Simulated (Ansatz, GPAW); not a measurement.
## A 7-layer slab of Cu(111): work function by functional and basis

Aim: the work function of both faces of a 7-layer slab of Cu(111), and its spread over functionals and bases.

Main program and level: GPAW 26.7.0 and Ansatz 0.2.0; Ansatz plane waves; slab in vacuum with a dipole correction, relaxation, in the first sound run; inputs show where later runs differ.

### Step 1. The structure

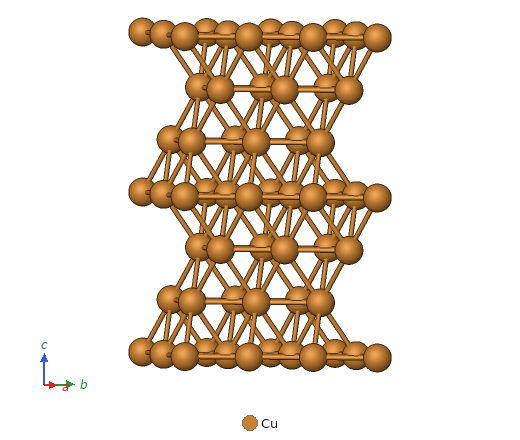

The cell as given, from the side, with the c axis up (copper orange). 2×3×1 cells are drawn. Some periodic images of atoms are drawn too.

The cell holds 7 atoms: 7 Cu. Cell: a = 2.553 Å, b = 2.553 Å, c = 30.505 Å, α = 90.0°, β = 90.0°, γ = 60.0°. Vacuum lies along c.

### Step 2. Relaxation

The atoms are relaxed first, since the surface dipole, and with it the work function, follows the positions of the outer layers. The lowest 3 atoms are held at bulk positions and keep their forces.

input.yaml reads:

```yaml
crystal:
  lattice:
    - [2.5526554801, 0.0, 0.0]
    - [1.27632774, 2.2106644929, 0.0]
    - [0.0, 0.0, 30.5054068306]
  atoms:
    - { symbol: Cu, position: [0.0, 0.0, 0.2950296664] }
    - { symbol: Cu, position: [0.3333333333, 0.3333333333, 0.3633531109] }
    - { symbol: Cu, position: [0.6666666667, 0.6666666667, 0.4316765555] }
    - { symbol: Cu, position: [0.0, 0.0, 0.5] }
    - { symbol: Cu, position: [0.3333333333, 0.3333333333, 0.5683234445] }
    - { symbol: Cu, position: [0.6666666667, 0.6666666667, 0.6366468891] }
    - { symbol: Cu, position: [0.0, 0.0, 0.7049703336] }
kpoints:
  mp_grid: { grid: [14, 14, 1] }
hamiltonian:
  xc: pbe
scf:
  occupations: { method: fermi_dirac, width: 0.1 }
efield:
  axis: 3
  dipole_correction: true
  ramp_width: 0.05
relax:
  f_tol: 0.02
  max_steps: 60
  constraints: [{ sites: [0, 1, 2] }]
output:
  write_potential: true
  write_density: true
  volumetric_format: npy
```

On the command line:

```console
$ ansatz run input.yaml --threads 4 --pin off --max-ram 8192MiB --backend cpu --events-out ev --progress --plain --runs-dir out
```

Numbers of over 12 decimals in the logs are rounded to 6 here.

The program printed:

```text
Engine: ansatz 0.2.0, aarch64-unknown-linux-gnu
Pseudopotentials: kind: paw
Pseudopotential: Cu, paw, valence charge 19, recommended cutoff 420 eV (normal), Cu.paw.azcp
Functional definition: PBE
  parameter kappa = 0.804
  parameter beta = 0.066725
  exchange = pbe_x(kappa = kappa, mu = beta*pi^2/3)
  correlation = pbe_c(beta = beta)
Crystal: 7 atoms, lattice volume = 172.144 Å³
Basis set: ecut = 420 eV, 3443 PW (Γ), exchange–correlation on 36×36×432 points (8 copies of the dense FFT grid, shifted against one another)
Bands: 80, of which v1, the nominal top of the filled ones, is band 67 counted from 1 (66 counted from 0)
Symmetry: 6 space group operations
k-points: 24 of 196 (time reversal used)
Non-local potential: Cu, projectors of the file, l = 0: 3, l = 1: 2, l = 2: 3, l = 3: 1
PAW form: soft (Blöchl's): semilocal exchange-correlation on the pseudo side does not see the compensation charge
PAW one-centre angular grid: Cu, 590 points (default); XC on 64 Gauss nodes
Initial density: superposition of atomic densities (neutral atoms: chi_scale 0, normalization atom), corrected by the library's trained network
Initial wavefunctions: pseudopotential atomic-orbital guess
Functional: x = pbe(κ = 0.804, μ = 0.219515), c = pbe(β = 0.066725)
SCF iter   1: F=—  HF=-46375.303051 eV  |F-HF|=—  |Δ(HF+E_count)|=         —  Δρ=1.37e-3  dr2=2.15e-2  ethr=1.77e-3  p=0.000 e·Å  D=2.64e-13 V/Å  ΔV_dip=-0.00 eV  dr2_dipole=9.59e-9  V_vac-E_F(+/−)=4.75/4.75 eV  ⟨swp⟩=7.6  Hψ=7820  notcnv=0  defer=50
efield: sawtooth ramp at fractional position 0.9750 (placed from the atoms, in the widest stretch of the axis that holds none; the zero of the levels goes with the place), width 0.0500; the density the first Hamiltonian is built on has a dipole p = 0.000 e·Å; the dipole correction subtracts the counter field D = 2.64e-13 V/Å, which shifts the + side's vacuum level by -0.00 eV against the − side's; the planar-averaged density in the ramp window peaks in size at 4.7e-5 e/Å³
preconditioner: auto → LDOS  [metal: Δε(μ)=0.059 eV  Ē_g=8.875 eV  σ=0.100 eV  W_gap=0.15  n_scr=24 (ndim 8)  ℏωp=24.8 eV  f_vac=0.496  D(μ)=2.70/eV (n_scr^D=16)  β→1.0]
SCF iter   2: F=—  HF=-46375.308775 eV  |F-HF|=—  |Δ(HF+E_count)|=   5.72e-3  Δρ=3.22e-3  dr2=1.31e-2  ethr=1.62e-5  p=0.000 e·Å  D=9.15e-7 V/Å  ΔV_dip=-0.00 eV  dr2_dipole=9.16e-10  V_vac-E_F(+/−)=4.83/4.83 eV  ⟨swp⟩=2.8  Hψ=4048  notcnv=0  defer=75
SCF iter   3: F=—  HF=-46375.306454 eV  |F-HF|=—  |Δ(HF+E_count)|=   2.32e-3  Δρ=3.86e-4  dr2=4.15e-4  ethr=9.88e-6  p=0.000 e·Å  D=7.30e-7 V/Å  ΔV_dip=-0.00 eV  dr2_dipole=5.97e-9  V_vac-E_F(+/−)=4.81/4.81 eV  ⟨swp⟩=2.0  Hψ=2676  notcnv=0  defer=75
SCF iter   4: F=—  HF=-46375.306541 eV  |F-HF|=—  |Δ(HF+E_count)|=   8.68e-5  Δρ=4.40e-4  dr2=4.29e-4  ethr=3.12e-7  p=0.000 e·Å  D=1.14e-6 V/Å  ΔV_dip=-0.00 eV  dr2_dipole=7.60e-10  V_vac-E_F(+/−)=4.80/4.80 eV  ⟨swp⟩=3.0  Hψ=3483  notcnv=0  defer=75
SCF iter   5: F=—  HF=-46375.306544 eV  |F-HF|=—  |Δ(HF+E_count)|=   2.53e-6  Δρ=1.59e-4  dr2=3.65e-5  ethr=3.12e-7  p=0.000 e·Å  D=3.31e-7 V/Å  ΔV_dip=-0.00 eV  dr2_dipole=1.92e-10  V_vac-E_F(+/−)=4.81/4.81 eV  ⟨swp⟩=2.0  Hψ=2527  notcnv=0  defer=75
SCF iter   6: F=-46375.306548 eV  HF=-46375.306548 eV  |F-HF|=2.91e-7  |Δ(HF+E_count)|=   4.36e-6  Δρ=6.83e-5  dr2=5.85e-6  ethr=7.52e-9  p=0.000 e·Å  D=2.46e-7 V/Å  ΔV_dip=-0.00 eV  dr2_dipole=2.07e-15  V_vac-E_F(+/−)=4.81/4.81 eV  ⟨swp⟩=12.3  Hψ=19425  notcnv=0
SCF 1 converged in 6 iterations: F = -46375.306548 eV  dr2 = 5.85e-6
  greatest PAW one-centre occupation: 1.000 electrons in one spin orbital (limit 2), on the Cu atom at site 6 (counted from 0), in its partial waves of l = 0
relax step   1: F+E_penalty+E_count = -46375.30654768 eV  Δ(F+E_penalty+E_count) = +0.000e0 eV  max|allowed force component| = 3.142e-2 eV/Å  Δτ_max = 0.0000 Å  (6 SCF iters, dr2 threshold 1.00e-5 eV, accepted)
Initial density: handed on by an earlier stage of this run
Initial wavefunctions: those handed on with the density
iter 1 solved again at ethr=1.96e-6 eV; its pass at ethr=3.10e-3 eV (dr2=2.60e-3 eV) is discarded
SCF iter   1: F=—  HF=-46375.308631 eV  |F-HF|=—  |Δ(HF+E_count)|=         —  Δρ=1.68e-3  dr2=2.60e-3  ethr=1.96e-6  p=-0.000 e·Å  D=-8.60e-7 V/Å  ΔV_dip=0.00 eV  dr2_dipole=8.42e-6  V_vac-E_F(+/−)=4.82/4.82 eV  ⟨swp⟩=2.9  Hψ=5985  notcnv=0  defer=97
efield: sawtooth ramp at fractional position 0.9750 (handed on by an earlier solve), width 0.0500; the density the first Hamiltonian is built on has a dipole p = -0.000 e·Å; the dipole correction subtracts the counter field D = -8.60e-7 V/Å, which shifts the + side's vacuum level by +0.00 eV against the − side's; the planar-averaged density in the ramp window peaks in size at 4.6e-5 e/Å³
preconditioner: auto → LDOS  [metal: Δε(μ)=0.069 eV  Ē_g=8.932 eV  σ=0.100 eV  W_gap=0.17  n_scr=24 (ndim 8)  ℏωp=24.8 eV  f_vac=0.495  D(μ)=2.69/eV (n_scr^D=16)  β→1.0]
SCF iter   2: F=—  HF=-46375.307598 eV  |F-HF|=—  |Δ(HF+E_count)|=   1.03e-3  Δρ=8.03e-4  dr2=1.47e-3  ethr=1.95e-6  p=0.001 e·Å  D=5.42e-4 V/Å  ΔV_dip=-0.02 eV  dr2_dipole=2.81e-4  V_vac-E_F(+/−)=4.80/4.82 eV  ⟨swp⟩=2.0  Hψ=3347  notcnv=0  defer=97
SCF iter   3: F=—  HF=-46375.307554 eV  |F-HF|=—  |Δ(HF+E_count)|=   4.38e-5  Δρ=1.08e-3  dr2=1.36e-3  ethr=1.11e-6  p=-0.000 e·Å  D=-2.08e-4 V/Å  ΔV_dip=0.01 eV  dr2_dipole=1.00e-4  V_vac-E_F(+/−)=4.83/4.82 eV  ⟨swp⟩=2.0  Hψ=3424  notcnv=0  defer=97
SCF iter   4: F=—  HF=-46375.307332 eV  |F-HF|=—  |Δ(HF+E_count)|=   2.22e-4  Δρ=1.83e-4  dr2=5.77e-5  ethr=1.03e-6  p=-0.000 e·Å  D=-6.31e-5 V/Å  ΔV_dip=0.00 eV  dr2_dipole=1.13e-5  V_vac-E_F(+/−)=4.82/4.82 eV  ⟨swp⟩=2.0  Hψ=2513  notcnv=0  defer=97
SCF iter   5: F=—  HF=-46375.307373 eV  |F-HF|=—  |Δ(HF+E_count)|=   4.06e-5  Δρ=1.22e-4  dr2=2.05e-5  ethr=4.34e-8  p=-0.000 e·Å  D=-1.64e-5 V/Å  ΔV_dip=0.00 eV  dr2_dipole=3.39e-6  V_vac-E_F(+/−)=4.82/4.82 eV  ⟨swp⟩=2.0  Hψ=2764  notcnv=0  defer=97
SCF iter   6: F=—  HF=-46375.307369 eV  |F-HF|=—  |Δ(HF+E_count)|=   3.25e-6  Δρ=2.64e-5  dr2=1.17e-6  ethr=1.54e-8  p=-0.000 e·Å  D=-3.31e-5 V/Å  ΔV_dip=0.00 eV  dr2_dipole=2.33e-7  V_vac-E_F(+/−)=4.82/4.82 eV  ⟨swp⟩=2.0  Hψ=2581  notcnv=0  defer=97
SCF iter   7: F=-46375.307370 eV  HF=-46375.307370 eV  |F-HF|=3.66e-7  |Δ(HF+E_count)|=   6.07e-7  Δρ=5.93e-6  dr2=3.95e-8  ethr=7.52e-11  p=-0.000 e·Å  D=-3.33e-5 V/Å  ΔV_dip=0.00 eV  dr2_dipole=4.06e-9  V_vac-E_F(+/−)=4.82/4.82 eV  ⟨swp⟩=9.5  Hψ=16224  notcnv=0
SCF 2 converged in 7 iterations: F = -46375.307370 eV  dr2 = 3.95e-8
relax step   2: F+E_penalty+E_count = -46375.30737044 eV  Δ(F+E_penalty+E_count) = -8.228e-4 eV  max|allowed force component| = 1.865e-2 eV/Å  Δτ_max = 0.0179 Å  (7 SCF iters, accepted)
SCF iter   1: F=—  HF=-46375.310483 eV  |F-HF|=—  |Δ(HF+E_count)|=         —  Δρ=2.40e-3  dr2=5.45e-3  ethr=3.98e-5  p=-0.000 e·Å  D=-3.51e-5 V/Å  ΔV_dip=0.00 eV  dr2_dipole=1.30e-4  V_vac-E_F(+/−)=4.82/4.82 eV  ⟨swp⟩=4.8  Hψ=4154  notcnv=0  defer=102
efield: sawtooth ramp at fractional position 0.9750 (handed on by an earlier solve), width 0.0500; the density the first Hamiltonian is built on has a dipole p = -0.000 e·Å; the dipole correction subtracts the counter field D = -3.51e-5 V/Å, which shifts the + side's vacuum level by +0.00 eV against the − side's; the planar-averaged density in the ramp window peaks in size at 5.2e-5 e/Å³
preconditioner: auto → LDOS  [metal: Δε(μ)=0.068 eV  Ē_g=8.923 eV  σ=0.100 eV  W_gap=0.17  n_scr=24 (ndim 8)  ℏωp=24.8 eV  f_vac=0.495  D(μ)=2.69/eV (n_scr^D=16)  β→1.0]
SCF iter   2: F=—  HF=-46375.308413 eV  |F-HF|=—  |Δ(HF+E_count)|=   2.07e-3  Δρ=1.31e-3  dr2=4.03e-3  ethr=4.09e-6  p=0.001 e·Å  D=8.62e-4 V/Å  ΔV_dip=-0.03 eV  dr2_dipole=1.31e-3  V_vac-E_F(+/−)=4.80/4.82 eV  ⟨swp⟩=2.3  Hψ=3759  notcnv=0  defer=102
SCF iter   3: F=—  HF=-46375.308308 eV  |F-HF|=—  |Δ(HF+E_count)|=   1.05e-4  Δρ=1.65e-3  dr2=3.63e-3  ethr=3.03e-6  p=-0.000 e·Å  D=-2.33e-4 V/Å  ΔV_dip=0.01 eV  dr2_dipole=5.75e-4  V_vac-E_F(+/−)=4.83/4.82 eV  ⟨swp⟩=2.1  Hψ=3414  notcnv=0  defer=102
SCF iter   4: F=—  HF=-46375.307788 eV  |F-HF|=—  |Δ(HF+E_count)|=   5.21e-4  Δρ=1.29e-4  dr2=2.21e-4  ethr=2.73e-6  p=0.000 e·Å  D=4.67e-5 V/Å  ΔV_dip=-0.00 eV  dr2_dipole=1.35e-4  V_vac-E_F(+/−)=4.82/4.82 eV  ⟨swp⟩=2.0  Hψ=2833  notcnv=0  defer=102
SCF iter   5: F=—  HF=-46375.307814 eV  |F-HF|=—  |Δ(HF+E_count)|=   2.63e-5  Δρ=2.86e-4  dr2=9.37e-5  ethr=1.66e-7  p=-0.000 e·Å  D=-6.05e-5 V/Å  ΔV_dip=0.00 eV  dr2_dipole=7.64e-6  V_vac-E_F(+/−)=4.82/4.82 eV  ⟨swp⟩=2.3  Hψ=2841  notcnv=0  defer=102
SCF iter   6: F=—  HF=-46375.307815 eV  |F-HF|=—  |Δ(HF+E_count)|=   1.56e-6  Δρ=7.19e-5  dr2=5.50e-6  ethr=7.04e-8  p=-0.000 e·Å  D=-9.87e-5 V/Å  ΔV_dip=0.00 eV  dr2_dipole=1.59e-8  V_vac-E_F(+/−)=4.82/4.82 eV  ⟨swp⟩=2.0  Hψ=2673  notcnv=0  defer=102
SCF iter   7: F=—  HF=-46375.307815 eV  |F-HF|=—  |Δ(HF+E_count)|=   2.98e-8  Δρ=1.20e-5  dr2=1.94e-7  ethr=4.14e-9  p=-0.000 e·Å  D=-8.59e-5 V/Å  ΔV_dip=0.00 eV  dr2_dipole=2.74e-8  V_vac-E_F(+/−)=4.82/4.82 eV  ⟨swp⟩=2.1  Hψ=2970  notcnv=0  defer=102
SCF iter   8: F=-46375.307817 eV  HF=-46375.307816 eV  |F-HF|=3.23e-7  |Δ(HF+E_count)|=   8.69e-7  Δρ=8.18e-6  dr2=7.95e-8  ethr=7.52e-11  p=-0.000 e·Å  D=-8.15e-5 V/Å  ΔV_dip=0.00 eV  dr2_dipole=2.59e-9  V_vac-E_F(+/−)=4.82/4.82 eV  ⟨swp⟩=10.7  Hψ=14723  notcnv=0
SCF 3 converged in 8 iterations: F = -46375.307817 eV  dr2 = 7.95e-8
relax step   3: F+E_penalty+E_count = -46375.30781664 eV  Δ(F+E_penalty+E_count) = -4.462e-4 eV  max|allowed force component| = 4.719e-4 eV/Å  Δτ_max = 0.0255 Å  (8 SCF iters, accepted)
NSCF: frozen V_eff on 24 k-points
the band table was solved once a step of the walk had ended and its energy, with any forces and stress, was formed, with the checks that follow a solve (10943 applications of the Hamiltonian). They found nothing against the state; the energy, forces and stress were not computed again (output.eigenvalues in the input reference)
WARN: The output density's exchange-correlation potential varies sharply where the density is thin. Do not read a vacuum level from v_tot or v_xc, or from such a field of the output density. On a cell that repeats whose density bears no net charge and no dipole along the vacuum's axis use v_es (v_loc + v_h of the components); under efield.dipole_correction with no amplitude use v_es + v_field, which holds any externa [...]
SCF converged after 8 iterations
Free energy (F): -46375.307817 eV
Harris-Foulkes:  -46375.307816 eV  (|F-HF|=3.23e-7)
Internal energy: -46375.221021 eV  (E = F + TS)
E sigma→0 (E₀):  -46375.264419 eV
Entropy (-TS):   -0.086795 eV (-12.399 meV/atom)
Fermi energy:    5.568936 eV
Dipole field:    D = -0.000008 V/Å  (p = -0.000007 e·Å, saw-weighted, corrected)
Work function:   Φ+ = 4.8232 eV   Φ− = 4.8230 eV
Levels:          The Fermi level and band energies are counted from a zero that moves with the ramp; work functions are not
--- Per-component energies (eV) ---
  E_band       = -3989.322822
  E_kinetic    = 2098.337144
  E_local      = -423793.322314  (includes V_loc(G=0)·N_el)
  E_nonlocal   = 2732.697849
  E_hartree    = 209474.385587
  E_xc         = -624.721277
  E_vxc        = -805.969594  (∫ρ·V_xc dr)
  E_paw        = -11643.929074  (= ΣΔE_a)
  E_vpaw       = -3169.922030  (= ΣTr[D̂ρ^β])
  E_aug_tail   = 0.001930  (compensation charges beyond the density's cutoff)
  E_efield     = 0.000000  (sawtooth field / dipole correction)
  E_vefield    = 0.000019  (∫n·V_field dr)
  E_ewald      = 175381.329134
  E_smearing   = -0.086795  (= −TS)
  E_closure    = -0.000000  (closes the sum)
  Σ components = -46375.307817   (vs F -46375.307817, Δ=0.00e0)
--- Forces (eV/Å), atoms counted from 1 ---
  atom   1  Cu    -0.00000000     0.00000000    -0.01498375
  atom   2  Cu     0.00000000     0.00000000    -0.01800289
  atom   3  Cu    -0.00000000    -0.00000000     0.03167441
  atom   4  Cu    -0.00000000     0.00000000    -0.00008329
  atom   5  Cu    -0.00000000     0.00000000     0.00047191
  atom   6  Cu    -0.00000000     0.00000000     0.00045307
  atom   7  Cu     0.00000000    -0.00000000     0.00028384
  max |Σ_I F_I| component: 1.87e-4 eV/Å
--- Band table (eV; the first three rows and the last of 24) ---
  k-point 0: bands = [... 63 lower, 3.8285, 3.8285, 3.9771, 3.9771, 4.0163, 4.0163, 4.8096, 5.1514, ... 9 higher]
  k-point 1: bands = [... 63 lower, 3.7569, 3.8296, 3.8586, 3.9780, 4.0191, 4.2359, 5.1930, 5.6141, ... 9 higher]
  k-point 2: bands = [... 63 lower, 3.7344, 3.8305, 3.9802, 4.0266, 4.1317, 4.8055, 5.9260, 6.5604, ... 9 higher]
  k-point 23: bands = [... 63 lower, 8.2740, 8.3007, 8.4916, 8.7876, 9.1881, 9.5967, 10.1319, 10.3951, ... 9 higher]
--- Relaxed structure (3 steps of the walk, 3 accepted, 0 SCFs on fresh bases) ---
  F+E_penalty+E_count = -46375.30781664 eV   max|allowed force component| = 4.719e-4 eV/Å
  atoms:
    - { symbol: Cu, position: [0.0, 0.0, 0.295030] }
    - { symbol: Cu, position: [0.333333, 0.333333, 0.363353] }
    - { symbol: Cu, position: [0.666667, 0.666667, 0.431677] }
    - { symbol: Cu, position: [-4.6602779234842835e-19, 0, 0.500527] }
    - { symbol: Cu, position: [0.333333, 0.333333, 0.569364] }
    - { symbol: Cu, position: [0.666667, 0.666667, 0.637948] }
    - { symbol: Cu, position: [-1.2584478342650064e-18, 0, 0.706393] }
```

Run time: 27 s. Hardware: 4 threads of Arm Neoverse V1, shared host; peak memory 0.71 GiB; 1.7 min of CPU time.

Relaxation path:

```
step  energy less that of the first step (eV)  largest force component (eV/Å)
   1                                   0.0000                          0.0314
   2                                  -0.0008                          0.0186
   3                                  -0.0013                          0.0005
```

The run keeps the 6 symmetry operations that it works with, so distortions that break them were not tested.

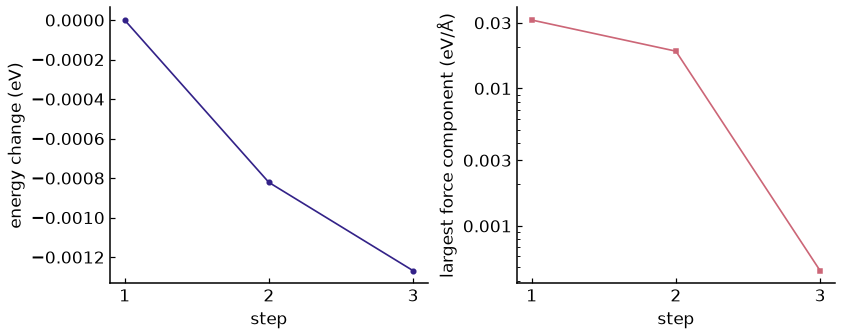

Energy and largest force along the relaxation.

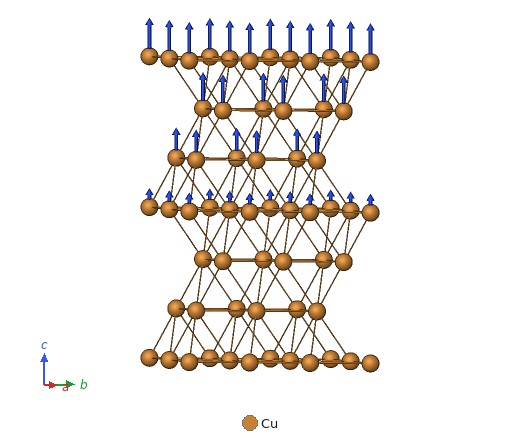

Displacements in the relaxation, exaggerated; the longest in the cell stands for 0.04 Å. 2×3×1 cells are drawn. Some periodic images of atoms are drawn too.

The atoms that moved most (Å):

```
atom     dx     dy     dz  length
 Cu7  0.000  0.000  0.043   0.043
 Cu6  0.000  0.000  0.040   0.040
 Cu5  0.000  0.000  0.032   0.032
 Cu4  0.000  0.000  0.016   0.016
```

Final coordinates:

```cif
data_structure
_symmetry_space_group_name_H-M 'P 1'
_symmetry_Int_Tables_number 1
_cell_length_a 2.5527
_cell_length_b 2.5527
_cell_length_c 30.5054
_cell_angle_alpha 90.000
_cell_angle_beta 90.000
_cell_angle_gamma 60.000
_cell_volume 172.14
loop_
_atom_site_label
_atom_site_type_symbol
_atom_site_fract_x
_atom_site_fract_y
_atom_site_fract_z
_atom_site_occupancy
Cu1 Cu 0.00000 0.00000 0.29503 1
Cu2 Cu 0.33333 0.33333 0.36335 1
Cu3 Cu 0.66667 0.66667 0.43168 1
Cu4 Cu 0.00000 0.00000 0.50053 1
Cu5 Cu 0.33333 0.33333 0.56936 1
Cu6 Cu 0.66667 0.66667 0.63795 1
Cu7 Cu 0.00000 0.00000 0.70639 1
```

This step gave:

| Property | Result |
| --- | --- |
| free energy | -46375.3078 eV |
| smearing term TS | 0.08680 eV |
| symmetry operations | 6 |
| upper work function | 4.823 eV |
| lower work function | 4.823 eV |
| dipole along the normal | -7.30e-6 e·Å |
| dipole field | -7.67e-6 V/Å |
| vacuum level above | 10.39 eV |
| vacuum level below | 10.39 eV |

The electrostatic potential energy of an electron (with the applied field's), less the Fermi level, planar mean oscillates, so the rows of the table below give means over windows of 2.12 Å about each position, cut where the curve ends. Its maxima inside the range that stand out by 2 % of the span (Å: eV): 10.0: 0.0169, 12.1: 0.0167, 14.3: 0.0745, 16.4: 0.0215, 18.4: -6.8e-5, 20.5: 0.0165. Its minima: 9.0: -17.2, 11.0: -17.3, 13.1: -17.4, 15.3: -17.5, 17.4: -17.4, 19.5: -17.5, 21.6: -17.2.

Table of electrostatic potential energy of an electron (with the applied field's), less the Fermi level, planar mean by z; means over each step:

```
z (Å)  electrostatic potential energy of an electron (with the applied field's), less the Fermi level, planar mean (eV)
 1.06                                                                                                              4.82
 3.18                                                                                                              4.82
 5.30                                                                                                              4.81
 7.42                                                                                                              2.52
 9.54                                                                                                             -8.71
11.66                                                                                                             -8.84
13.78                                                                                                             -8.71
15.90                                                                                                             -8.73
18.02                                                                                                             -8.78
20.14                                                                                                             -8.83
22.26                                                                                                             -5.48
24.38                                                                                                              4.74
26.50                                                                                                              4.82
28.62                                                                                                              4.82
```

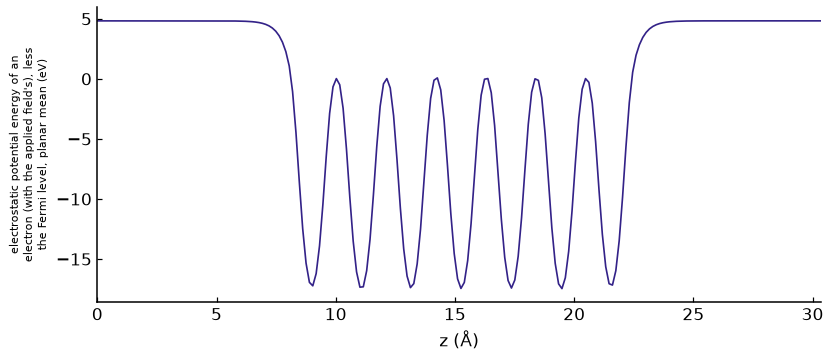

Electrostatic potential energy of an electron (with the applied field's), less the Fermi level, planar mean against z.

The valence density, planar mean oscillates, so the rows of the table below give means over windows of 2.12 Å about each position, cut where the curve ends. Its maxima inside the range that stand out by 2 % of the span (Å: e/Å³): 9.0: 4.66, 11.0: 4.54, 13.1: 4.68, 15.3: 4.71, 17.4: 4.72, 19.5: 4.69, 21.6: 4.59. Its minima: 10.0: 0.243, 12.1: 0.246, 14.3: 0.242, 16.4: 0.243, 18.4: 0.245, 20.5: 0.242.

Table of valence density, planar mean by z; means over each step:

```
z (Å)  valence density, planar mean (e/Å³)
 5.30                               3.2e-4
 7.42                                0.104
 9.54                                 1.60
11.66                                 1.61
13.78                                 1.60
15.90                                 1.60
18.02                                 1.61
20.14                                 1.62
22.26                                 1.37
24.38                              0.00301
26.50                               1.3e-5
```

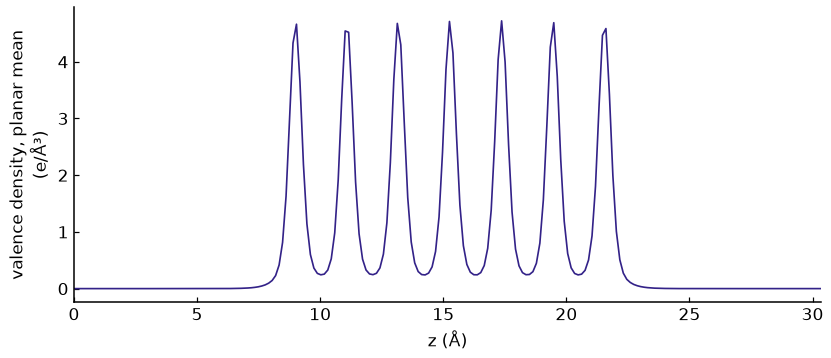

Valence density, planar mean against z.

The relaxation lowered the energy of the cell by 0.00127 eV.

[end of part 1 of 3]

[Logs are printed without paths, hosts, clocks, repeated set-up lines and the standing remarks that a program may print on its own settings, such as how far it seeks lower states.]

[Hosts, paths, dates, database ids (printed as entryN), source tags and the programs' standing remarks are cut or masked in the printed files.]
